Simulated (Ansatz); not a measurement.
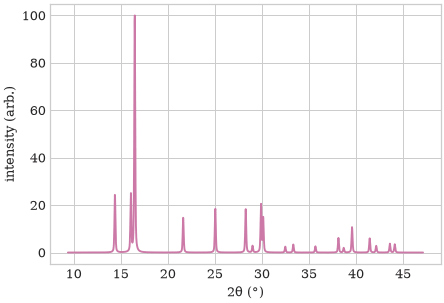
Figure: Simulated powder pattern, Mo Kα, λ = 0.71073 Å

The pattern belongs to a structure relaxed with the program Ansatz at the PBEsol level (PAW).

Which of these materials gives this?
(A) Hf, hcp (Mg type)
(B) Tc, hcp (Mg type)
(C) Sc, hcp (Mg type)
(D) Ru, hcp (Mg type)

C, Sc, hcp (Mg type)

Space group P6_3/mmc (hcp (Mg type)). The cell was relaxed with PBEsol under the symmetry of its start. No spin polarisation was allowed.

Potentials: the earlier of the program's two PAW sets. The files were generated under PBE; for other functionals the program regenerates the frozen cores, and for LDA and PBEsol the local potential too.
